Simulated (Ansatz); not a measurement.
# Nudged elastic band, with input and output: Si5H10OF4 (part 2 of 2)

The same run, continued: Si5H10OF4; RKS PBE0-D4/def2-SVP (Ansatz 0.2.0). 

Geometry of the input (Å):
```
Si -2.1765  1.9330  -1.6546
F  -1.7162  3.2438  -0.9344
F  -0.9783  1.2128  -2.3568
F  -2.9433  0.9659  -0.6967
F  -3.1809  2.3618  -2.7800
H  0.1271  2.0194  0.6842
O  -0.3615  1.2329  0.4324
Si 0.4553  -0.2289  0.5140
Si -1.0820  -1.9168  0.0023
Si 1.3117  -0.5960  2.6693
Si 2.2436  -0.3051  -1.0064
H  -0.3521  -3.2101  0.1153
H  -2.2204  -1.9197  0.9581
H  -1.5991  -1.7809  -1.3847
H  2.2241  0.5157  3.0605
H  0.2230  -0.6853  3.6797
H  2.0850  -1.8674  2.6754
H  3.1363  0.8706  -0.8011
H  1.7718  -0.3021  -2.4162
H  3.0325  -1.5435  -0.7604
```

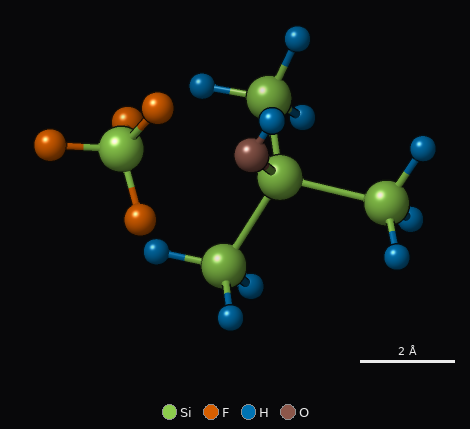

Figure 1. The input geometry (ball-and-stick view, seen at a tilt).

The last band as extended XYZ (Å, eV, eV/Å)
```
20
Properties=species:S:1:pos:R:3:forces:R:3 image=0 energy=-52421.63797
Si   -2.1765    1.9330   -1.6546    0.1394  -0.0322   0.1866
F    -1.7162    3.2438   -0.9344    0.3508   0.9214   0.5260
F    -0.9783    1.2128   -2.3568    0.9074  -0.5479  -0.4860
F    -2.9433    0.9659   -0.6967   -0.5505  -0.7432   0.7151
F    -3.1809    2.3618   -2.7800   -0.6983   0.2898  -0.7885
H     0.1271    2.0194    0.6842    0.0822   0.1678   0.0346
O    -0.3615    1.2329    0.4324   -0.4381   0.3805  -0.1585
Si    0.4553   -0.2289    0.5140    0.1962  -0.4441  -0.0177
Si   -1.0820   -1.9168    0.0023    0.0249   0.0809  -0.0001
Si    1.3117   -0.5960    2.6693   -0.0305   0.0234  -0.0667
Si    2.2436   -0.3051   -1.0064   -0.0735   0.0138   0.0401
H    -0.3521   -3.2101    0.1153    0.0670  -0.1222   0.0130
H    -2.2204   -1.9197    0.9581   -0.0955   0.0122   0.0959
H    -1.5991   -1.7809   -1.3847   -0.0305   0.0322  -0.1311
H     2.2241    0.5157    3.0605    0.0840   0.1053   0.0310
H     0.2230   -0.6853    3.6797   -0.1098  -0.0062   0.0902
H     2.0850   -1.8674    2.6754    0.0754  -0.1267  -0.0027
H     3.1363    0.8706   -0.8011    0.0807   0.1112   0.0228
H     1.7718   -0.3021   -2.4162   -0.0598   0.0058  -0.1297
H     3.0325   -1.5435   -0.7604    0.0782  -0.1217   0.0257
20
Properties=species:S:1:pos:R:3:forces:R:3 image=1 energy=-52421.86590
Si   -1.7810    1.7638   -1.2540    0.0105  -0.0100   0.0118
F    -1.4766    3.2235   -0.6343    0.0047  -0.0019   0.0067
F    -0.6504    1.0931   -2.1946    0.0096   0.0041   0.0011
F    -2.7138    0.7077   -0.4710    0.0034   0.0012   0.0041
F    -2.8260    2.2116   -2.3975    0.0090  -0.0032   0.0055
H     0.0055    2.0464    0.5599    0.0004  -0.0007   0.0003
O    -0.4541    1.2552    0.2491   -0.0061  -0.0034  -0.0052
Si    0.3799   -0.2747    0.3778   -0.0037   0.0030   0.0046
Si   -1.1964   -1.9540   -0.0461   -0.0009  -0.0046  -0.0028
Si    1.1918   -0.4237    2.5765   -0.0023   0.0001  -0.0010
Si    2.1593   -0.3073   -1.1542   -0.0008  -0.0006  -0.0079
H    -0.4376   -3.2322    0.1356   -0.0016  -0.0006  -0.0010
H    -2.3122   -1.8998    0.9400   -0.0014   0.0019  -0.0007
H    -1.6948   -1.8743   -1.4476   -0.0016  -0.0020  -0.0025
H     2.0751    0.7464    2.8769   -0.0046   0.0047  -0.0034
H     0.0689   -0.4537    3.5610   -0.0038   0.0049  -0.0021
H     1.9920   -1.6812    2.6872   -0.0015   0.0022  -0.0012
H     2.8791    1.0021   -1.0786   -0.0088   0.0049  -0.0070
H     1.6919   -0.5541   -2.5469   -0.0015  -0.0055  -0.0033
H     3.0995   -1.3951   -0.7392    0.0010   0.0054   0.0041
20
Properties=species:S:1:pos:R:3:forces:R:3 image=2 energy=-52421.84390
Si   -1.6274    1.8519   -1.3106    0.0025   0.0029   0.0098
F    -1.5426    3.1854   -0.3959    0.0195   0.0139  -0.0210
F    -0.3450    1.2899   -2.1280    0.0086   0.0220   0.0004
F    -2.6898    0.7113   -0.9051    0.0059  -0.0210   0.0066
F    -2.4013    2.5111   -2.5627   -0.0446  -0.0228  -0.0033
H    -0.4473    1.8309    0.9355    0.0134   0.0070  -0.0097
O    -0.5785    1.1382    0.2762   -0.0010   0.0110  -0.0018
Si    0.3408   -0.3459    0.3788    0.0032  -0.0028   0.0090
Si   -1.2034   -2.0851    0.0882   -0.0044  -0.0009  -0.0035
Si    1.2806   -0.3503    2.5306   -0.0004  -0.0092  -0.0013
Si    2.0281   -0.3168   -1.2568    0.0044   0.0048  -0.0017
H    -0.4639   -3.3548    0.3736    0.0001   0.0013  -0.0020
H    -2.3245   -1.9369    1.0616   -0.0017   0.0044  -0.0034
H    -1.7114   -2.1145   -1.3126    0.0008   0.0059  -0.0014
H     2.1971    0.8240    2.6727   -0.0016  -0.0015   0.0058
H     0.2128   -0.2573    3.5727   -0.0008  -0.0078   0.0019
H     2.0568   -1.6136    2.7060   -0.0016  -0.0018   0.0012
H     2.5581    1.0721   -1.3895    0.0049  -0.0025   0.0105
H     1.5331   -0.8300   -2.5650   -0.0048   0.0045   0.0000
H     3.1276   -1.2096   -0.7698   -0.0024  -0.0073   0.0038
20
Properties=species:S:1:pos:R:3:forces:R:3 image=3 energy=-52421.65798
Si   -1.5278    1.8750   -1.2457   -0.0110   0.0149  -0.0184
F    -1.8122    3.0173   -0.0970    0.0310   0.0360  -0.0366
F    -0.4790    0.9028   -2.0740    0.0297   0.0383   0.0340
F    -2.8473    0.9583   -1.1893    0.0050  -0.0253   0.0236
F    -1.6358    2.9315   -2.4624   -0.0746  -0.0200  -0.0550
H    -0.8615    1.5842    1.0360    0.0417  -0.0597  -0.0073
O    -0.5953    1.1081    0.2344   -0.0025   0.0194   0.0418
Si    0.3607   -0.3823    0.3414    0.0004  -0.0017   0.0102
Si   -1.1630   -2.1516    0.1462   -0.0076  -0.0006  -0.0064
Si    1.3166   -0.2368    2.4825   -0.0035  -0.0020  -0.0055
Si    1.9942   -0.3442   -1.3411    0.0046   0.0050  -0.0036
H    -0.4153   -3.4099    0.4551   -0.0016   0.0008  -0.0051
H    -2.2648   -1.9758    1.1389   -0.0022   0.0051  -0.0019
H    -1.7057   -2.2075   -1.2401   -0.0072   0.0037  -0.0036
H     2.2460    0.9330    2.5389    0.0002  -0.0094   0.0038
H     0.2439   -0.0525    3.5091    0.0031  -0.0056   0.0028
H     2.0681   -1.4973    2.7546   -0.0015  -0.0071   0.0049
H     2.4120    1.0651   -1.5910    0.0029   0.0017   0.0145
H     1.4973   -1.0049   -2.5788   -0.0021   0.0072  -0.0011
H     3.1691   -1.1125   -0.8176   -0.0048  -0.0008   0.0088
20
Properties=species:S:1:pos:R:3:forces:R:3 image=4 energy=-52421.13815
Si   -1.4369    1.7081   -1.2462    0.0442   0.0068  -0.0194
F    -1.9928    2.6787    0.2616   -0.0065   0.0117   0.0062
F    -0.7115    0.6626   -2.2762   -0.0005  -0.0031   0.0034
F    -2.9519    1.2378   -1.4697    0.0041   0.0124   0.0097
F    -0.9580    3.0789   -1.9190   -0.0241  -0.0035   0.0045
H    -1.2229    1.9105    0.6972    0.0051  -0.0201  -0.0084
O    -0.5768    1.0906    0.1301   -0.0188  -0.0109  -0.0005
Si    0.3733   -0.3672    0.3351    0.0010  -0.0008   0.0076
Si   -1.1225   -2.1691    0.1870   -0.0006  -0.0013  -0.0001
Si    1.3069   -0.1632    2.4755   -0.0049   0.0070   0.0015
Si    1.9943   -0.3988   -1.3639    0.0028   0.0042  -0.0076
H    -0.3720   -3.4237    0.5009    0.0034   0.0016  -0.0031
H    -2.2296   -1.9927    1.1752    0.0026   0.0008   0.0023
H    -1.6793   -2.2396   -1.1952   -0.0044   0.0017   0.0001
H     2.2319    1.0089    2.5316   -0.0010   0.0001  -0.0006
H     0.2205    0.0131    3.4872    0.0035   0.0007   0.0027
H     2.0656   -1.4162    2.7706   -0.0014  -0.0018  -0.0029
H     2.3771    1.0102   -1.6753   -0.0046  -0.0034  -0.0010
H     1.4941   -1.1049   -2.5754    0.0022  -0.0034  -0.0027
H     3.1908   -1.1239   -0.8312   -0.0020   0.0013   0.0082
20
Properties=species:S:1:pos:R:3:forces:R:3 image=5 energy=-52421.61003
Si   -1.3804    1.4369   -1.6657   -0.0292   0.0089  -0.0214
F    -1.2773    2.5059    1.7697    0.0582  -0.0235   0.1320
F    -0.7150    0.5818   -2.8392   -0.0065  -0.0113  -0.0432
F    -2.9420    1.1331   -1.6357    0.0121  -0.0083  -0.0360
F    -1.1693    2.9811   -1.9737   -0.0059  -0.0093   0.0234
H    -1.0995    1.9937    1.0083    0.0165   0.0316   0.0427
O    -0.6902    1.0249   -0.2556    0.0391  -0.0389  -0.0706
Si    0.3004   -0.3176    0.2425   -0.0260  -0.0008  -0.0086
Si   -1.1189   -2.1852    0.2085   -0.0103  -0.0250   0.0015
Si    1.1208    0.1332    2.3926   -0.0071   0.0174   0.0168
Si    2.0340   -0.5016   -1.3389    0.0108   0.0058  -0.0051
H    -0.3406   -3.4118    0.5588    0.0130   0.0041  -0.0035
H    -2.2382   -2.0050    1.1805   -0.0001   0.0073   0.0044
H    -1.6786   -2.3252   -1.1713    0.0015   0.0020  -0.0015
H     1.9821    1.3498    2.3953   -0.0218   0.0292  -0.0154
H     0.0209    0.2446    3.3895   -0.0275   0.0132  -0.0142
H     1.9649   -1.0608    2.7215   -0.0115   0.0207  -0.0214
H     2.4556    0.8838   -1.7111    0.0037  -0.0083  -0.0015
H     1.5842   -1.2384   -2.5550   -0.0041  -0.0087  -0.0015
H     3.1871   -1.2231   -0.7208   -0.0048  -0.0061   0.0230
20
Properties=species:S:1:pos:R:3:forces:R:3 image=6 energy=-52421.62468
Si   -1.5741    1.4440   -1.6002    0.1729  -0.0514   0.2746
F    -0.5617    2.7165    1.8046    0.0402  -0.1416  -0.0715
F    -0.6698    1.4672   -2.8821    0.6729  -0.0065  -0.8912
F    -2.7198    0.3991   -1.8393   -0.7969  -0.7753  -0.1473
F    -2.2088    2.8592   -1.3975   -0.4540   1.0209   0.1564
H    -0.7067    2.2578    1.0040    0.0052   0.0329   0.0456
O    -0.7155    1.0685   -0.2966    0.1196   0.2269   0.4817
Si    0.2377   -0.2703    0.1819    0.3107  -0.3837   0.2046
Si   -1.0873   -2.2052    0.1140    0.0163   0.0855  -0.0270
Si    1.0451    0.0637    2.3559   -0.0731   0.0861  -0.0604
Si    2.0323   -0.4885   -1.3129   -0.0869   0.0276   0.0219
H    -0.2477   -3.3283    0.6104    0.0835  -0.1043   0.0501
H    -2.2810   -2.0540    0.9867   -0.1076   0.0277   0.0816
H    -1.5244   -2.4979   -1.2764   -0.0353  -0.0232  -0.1326
H     1.9608    1.2272    2.4335    0.0822   0.1046  -0.0120
H    -0.0577    0.1748    3.3410   -0.1101   0.0032   0.0753
H     1.8164   -1.1831    2.6257    0.0692  -0.1140   0.0215
H     2.8220    0.7698   -1.3665    0.0625   0.1230   0.0017
H     1.5480   -0.8274   -2.6768   -0.0520  -0.0332  -0.1256
H     2.8921   -1.5931   -0.8092    0.0806  -0.1053   0.0525
```

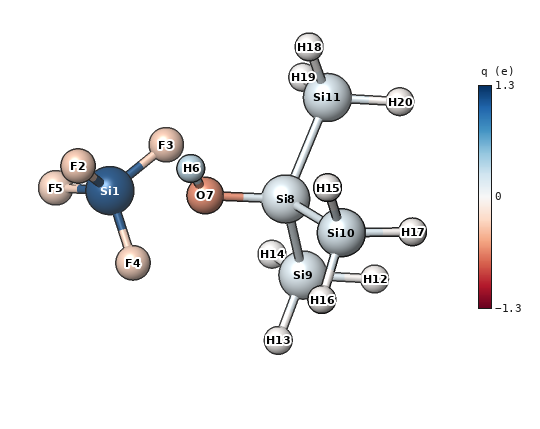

Figure 2. Mulliken charges, as the colour of each atom (ball-and-stick view, seen at a tilt; atoms are numbered from 1 in the order of the input; Mulliken charges depend strongly on the basis). By element: Si +0.16 to +1.19, F −0.35 to −0.31, H −0.05 to +0.33 and O −0.62 e.

Key numbers

| quantity | value |
| --- | --- |
| outcome | converged |
| barrier, forward | 0.500 eV |
| barrier, backward | 0.486 eV |
| dipole moment (one image of the band) | 4.19 D |
| wall time | 8.2 min (CPU time 13 min) |
| peak memory | 1.5 GiB |
